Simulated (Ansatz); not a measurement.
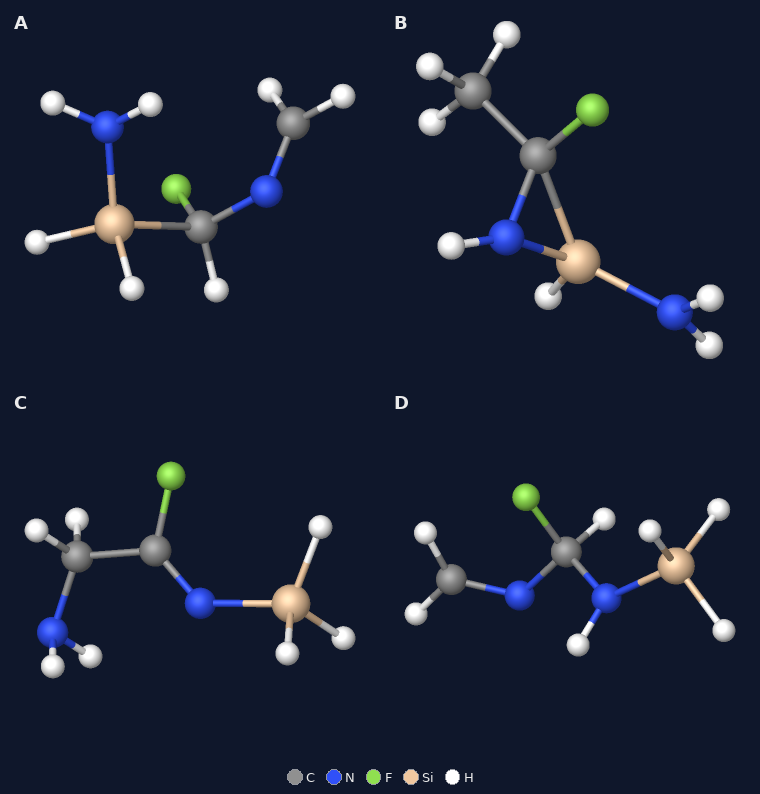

(Drawn from a calculation with Ansatz.)

Which panel belongs to which SMILES?
(1) NC/C(F)=N/[SiH3]
(2) C[C@@]1(F)N[Si@@H]1N
(3) C=N[C@@H](F)N[SiH3]
(4) C=N[C@H](F)[SiH2]N

A is (4), B is (2), C is (1), D is (3).
